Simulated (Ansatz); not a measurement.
A series of calculations on AlNH₆

### Relaxation

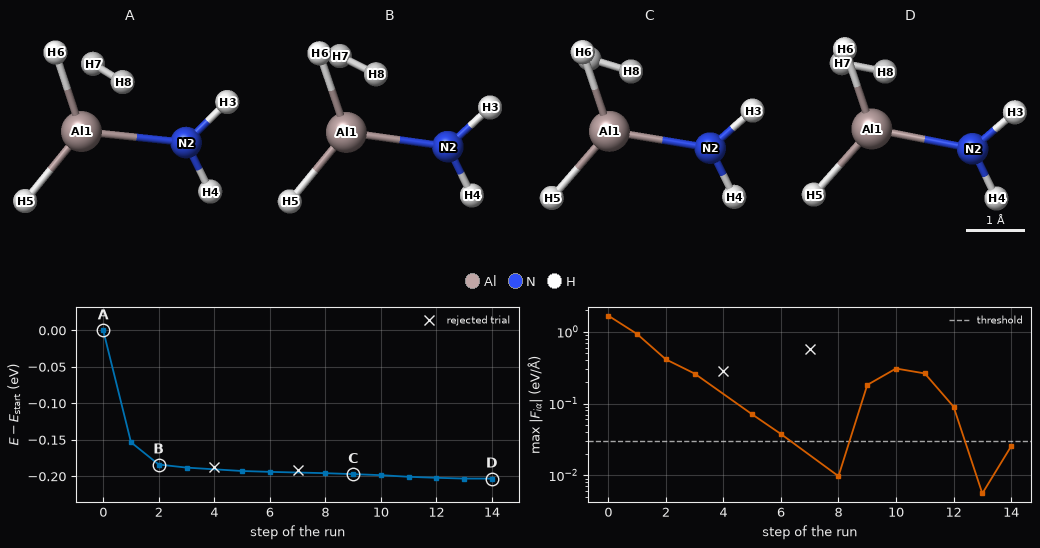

Frames of a relaxation of AlNH6, marked on the history of the run. A ball-and-stick model, seen from a free direction.

The run prepares an end point of a later path (reaction) calculation, from a guessed geometry.

Level of theory: RKS PBE0/def2-SVP (Ansatz 0.2.0). (no spin polarisation; force threshold 0.03 eV/Å; at most 50 steps)

What happens along the run?

The atom that moves furthest after the best rigid fit is H7 (0.54 Å). Largest moves by element: H 0.54 Å, N 0.27 Å, Al 0.22 Å. Some distances before and after: Al1–N2 1.863 → 1.776 Å, H7–H8 0.723 → 0.762 Å, Al1–H5 1.582 → 1.588 Å. Over 12 accepted moves (14 points after the start) the energy falls by 0.203 eV. Largest force component: 1.7 eV/Å at the start, 0.025 eV/Å at the end. The line search rejected the trial steps at points 4, 7 of the run. The forces were under the threshold at step 8, but the run went on from there. Cost: 12 s on 1 thread of Intel(R) Xeon(R) 6975P-C (Granite Rapids), on a shared host, peak memory 0.13 GiB. From step 0 to 2: H atoms move most (0.34 Å), energy −0.184 eV. From step 2 to 9: H7 moves most (0.19 Å), energy −0.013 eV. From step 9 to 14: H7 moves most (0.24 Å), energy −0.006 eV.

Limits of the set-up: the start holds two separate molecules, 2.3 Å apart at their closest, whose relative position is a soft coordinate and is computed without a dispersion correction.

### Relaxation

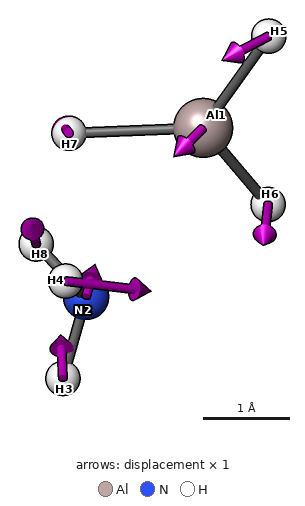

A relaxation of AlNH6. The starting structure is drawn; purple arrows show the displacements, at their true length. The two geometries are superimposed by the best rigid fit.

The picture is a ball-and-stick view, seen from a free direction.

The run prepares an end point of a later path (reaction) calculation, from a guessed geometry.

Computed with RKS PBE0/def2-SVP (Ansatz). Settings: no spin polarisation; force threshold 0.03 eV/Å; at most 50 steps.

Question: Describe the change and its energy.

Answer: The energy falls by 27.0 kcal/mol in 17 accepted moves (21 points after the start). Largest force component: 0.96 eV/Å at the start, 0.0027 eV/Å at the end. The line search rejected the trial steps at points 7, 9, 13, 17 of the run. The forces were under the threshold at step 6, but the run went on from there. The largest move after the best rigid fit is that of H4, 1.17 Å. Largest moves by element: H 1.17 Å, Al 0.56 Å, N 0.51 Å. Near-neighbour distances that change, for instance: Al1–N2 3.099 → 2.076 Å, Al1–H7 1.575 → 1.607 Å, N2–H8 1.038 → 1.021 Å, Al1–H5 1.591 → 1.607 Å. New bonds form, among them: Al1–N2 (3.10 → 2.08 Å). Bond angles that change, for instance: H5–Al1–H6 121.7° → 117.5°.

### Path

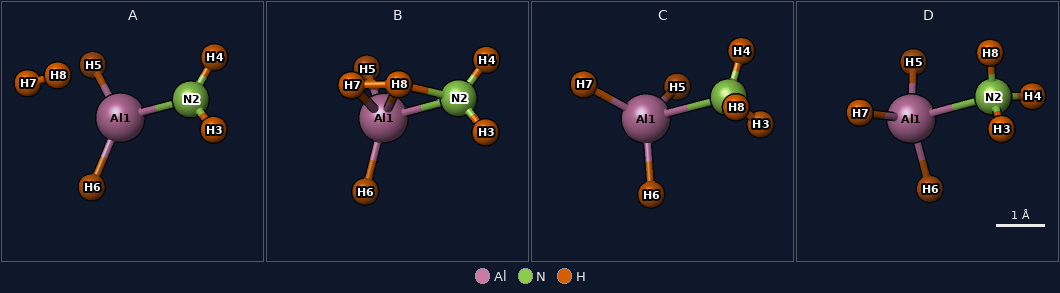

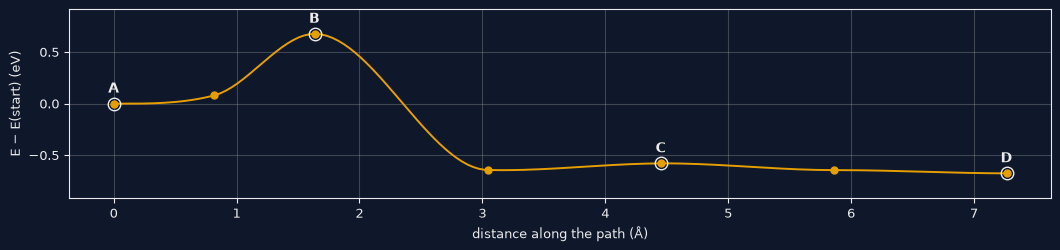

NEB run on AlNH6, made up at the start of AlNH$_{4}$ and H2. Images are numbered from 0 (start) to 6 (end). Frames A to D are images 0, 2, 4, 6. The picture is a ball-and-stick view, seen from a free direction.

Method: Ansatz, RKS PBE0/def2-SVP. Settings: 5 movable images; climbing image; force threshold 0.03 eV/Å; iteration limit 60; starting path through a guess of the saddle point.

Q: What happens along the path, and what is the barrier?

A: The energy climbs by 0.68 eV to image 2 and then falls by 1.35 eV, so the end point sits at −0.68 eV. The profile has 2 maxima (images 2, 4) with a dip at image 3 (−0.64 eV), so the process runs in steps. The path has more than one stage, and so few images may leave a stage unresolved. Breaking: H7–H8 (0.76 → 0.99 at the top → 3.02 Å). Forming: Al1–H7 (2.63 → 1.83 at the top → 1.61 Å), N2–H8 (3.04 → 1.44 at the top → 1.02 Å). The band converged in 44 iterations. The largest component of the band force went from 9.2 to 0.011 eV/Å. The climbing image converged on the top of the path. Its vibrational analysis gives one imaginary mode (1185i cm⁻¹), as a transition state must have.

Limits of the set-up: the start holds two separate molecules, 2.6 Å apart at their closest, whose relative position is a soft coordinate and is computed without a dispersion correction.
